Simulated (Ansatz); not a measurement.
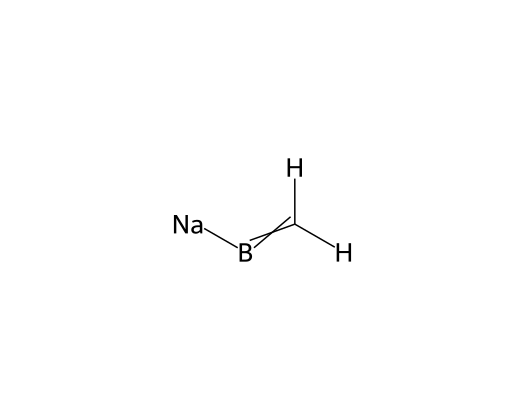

Skeletal drawing of a molecule.

Give its SMILES.

Answer. C=[B][Na]

What is the molecular formula?

Answer. CH2BNa.

The parts below concern this one geometry. Atoms keep their numbers from picture to picture. The computed structure is the end point of a PBE0-D4/def2-TZVP optimisation. No frequency run is at hand to confirm it as a minimum.

Geometry

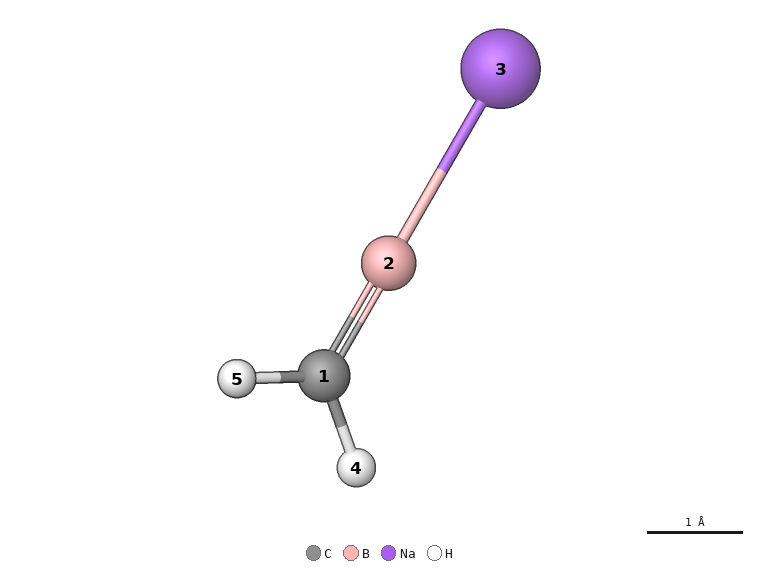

The atoms are numbered. No frequency run is at hand to confirm it as a minimum.

What are the angles B2–C1–H4, H4–C1–H5, C1–B2–Na3?

| angle | degrees |
| --- | --- |
| B2–C1–H4 | 122.7 |
| H4–C1–H5 | 114.6 |
| C1–B2–Na3 | 180.0 |

Dipole moment

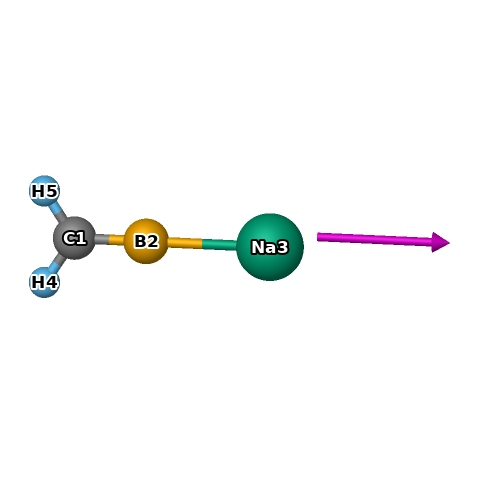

The arrow beside the molecule shows the direction of the dipole moment, from the negative to the positive end (its length means nothing). No frequency run is at hand to confirm it as a minimum. Properties computed with RKS PBE0-D4/def2-TZVP (Ansatz 0.2.0).

Estimate the dipole moment.

Answer. 7.58 D; it points from the side of H4, H5 to the side of Na3 (the outermost atoms at the two ends).

Charges

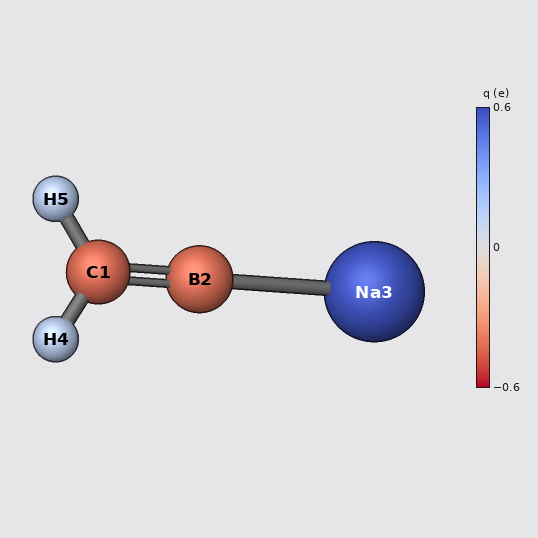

Atoms are coloured by their Mulliken charges. No frequency run is at hand to confirm it as a minimum. Level of theory: RKS PBE0-D4/def2-TZVP (Ansatz 0.2.0).

Which atom carries the highest charge (most positive or least negative)?

Answer. Na3 (0.56 e).

And the lowest?

Answer. C1 (−0.41 e).

List the Mulliken charges.

| atom | value (e) |
| --- | --- |
| C1 | −0.41 |
| B2 | −0.40 |
| Na3 | 0.56 |
| H4 | 0.12 |
| H5 | 0.12 |

Electronic properties

No frequency run is at hand to confirm it as a minimum. Properties computed with RKS PBE0-D4/def2-TZVPP (Ansatz 0.2.0).

Computed properties:

- HOMO energy (Kohn–Sham orbital): −4.99 eV
- LUMO energy (Kohn–Sham orbital): −1.45 eV
- HOMO–LUMO gap: 3.54 eV

Mulliken values depend strongly on the basis set and can even reverse the polarity of a bond.
